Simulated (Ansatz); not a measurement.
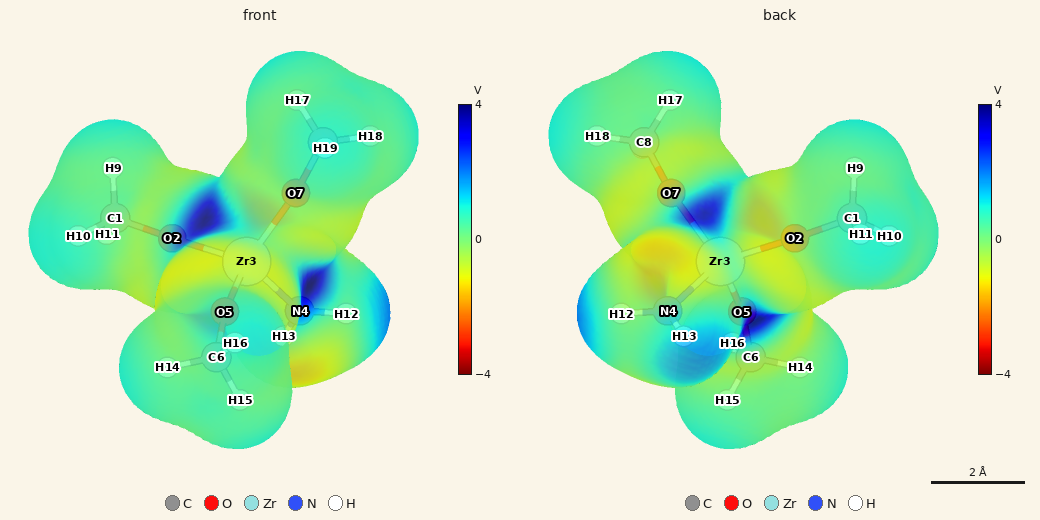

The picture shows: C3H11NO3Zr (SMILES C[O][Zr]([NH2])([O]C)[O]C). The molecular electrostatic potential painted on the density surface at 0.004 e/bohr³, seen from the front and from behind; red is negative and blue positive.

Geometry: PBE0-D4/def2-TZVP; core potentials replace the inner electrons of Zr.

These are results of Ansatz 0.2.0, RKS PBE0-D4/def2-TZVPP, not measurements.

```tsv
atom	x (Å)	y (Å)	z (Å)
C	2.4745	-1.1764	1.6528
O	1.6464	-0.4909	0.7781
Zr	0.2421	0.2912	-0.2856
N	1.0818	1.8147	-1.3727
O	-1.1250	0.9720	0.8976
C	-2.0310	1.7227	1.6276
O	-0.5760	-0.9213	-1.5408
C	-1.2632	-1.8974	-2.2448
H	2.5540	-2.2328	1.3714
H	2.0919	-1.1238	2.6789
H	3.4826	-0.7467	1.6430
H	0.7626	2.1433	-2.2732
H	1.8883	2.3591	-1.1009
H	-1.8389	1.6264	2.7028
H	-1.9664	2.7855	1.3646
H	-3.0573	1.3871	1.4365
H	-0.8274	-2.8879	-2.0698
H	-1.2220	-1.6949	-3.3211
H	-2.3172	-1.9299	-1.9445
```

**Which sites attract a positive test charge, and which a negative one?**

A positive charge is drawn to the negative regions and a negative charge to the positive ones. The most negative region (about −1.4 V) lies over N4, the most positive (about +3.6 V) over Zr3. N4 is the likeliest acceptor of a hydrogen bond.
